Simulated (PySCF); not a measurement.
The calculation's input:

```
{"job": {"kind": "uv", "xc": "PBE0", "basis": "def2-SVPD", "dynamic": true, "nstates": 6, "ntriplets": 0}, "charge": 0, "multiplicity": 1}
C     -3.841511    -0.965122     0.269577
N     -2.459267    -0.950935    -0.143300
Si    -1.243884     0.086622     0.525432
C      0.457385    -0.531452     0.003880
C      1.606518     0.302729     0.583697
Si     3.317615    -0.289469     0.053496
H     -4.297700    -1.957074     0.110623
H     -3.910213    -0.755547     1.349107
H     -4.479906    -0.219998    -0.245398
H     -2.314809    -1.284719    -1.090118
H     -1.341715     1.536262     0.122893
H     -1.399686     0.053329     2.015209
H      0.499487    -0.527998    -1.100763
H      0.543433    -1.589882     0.305300
H      1.572781     0.296908     1.687683
H      1.507016     1.362689     0.289748
H      3.442002    -0.237172    -1.437685
H      4.394310     0.561219     0.650839
H      3.533817    -1.705726     0.487526
```

Run with:

```sh
OMP_NUM_THREADS=1 python probes_run.py task.json out
```

Geometry: PBE0-D3(BJ)/def2-SVP.

Method: PySCF, PBE0/def2-SVPD, SCF density, gas phase.

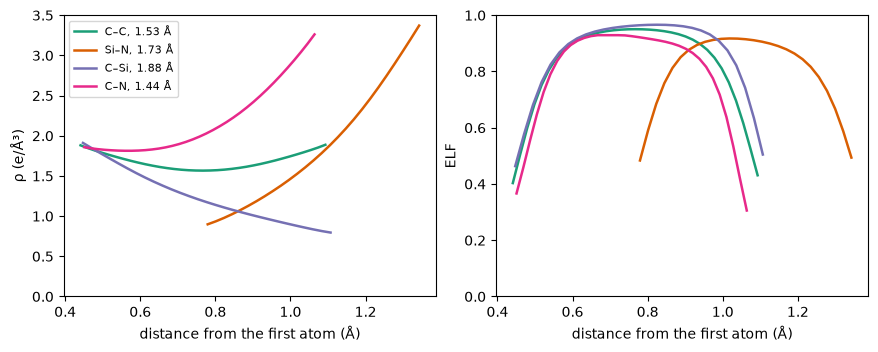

C₃H₁₃NSi₂. Total electron density and electron localisation function along straight lines between neighbouring atoms. The curves leave out the atomic cores.

What can be read from the curves?

Answer. C–C (1.53 Å): ρ at the midpoint is about 1.6 e/Å³; the ELF peaks at about 0.95 between the atoms (a shared electron pair).
Si–N (1.73 Å): ρ is about 1.1 e/Å³ halfway; the ELF peaks at about 0.90 between the atoms, as expected for a shared but strongly polarised pair.
C–Si (1.88 Å): ρ is about 0.96 e/Å³ halfway; the ELF peaks at about 0.95 between the atoms, as expected for localised, covalent bonding.
C–N (1.44 Å): the density is about 1.9 e/Å³ at the midpoint; the ELF peaks at about 0.95 between the atoms: a covalent bond.
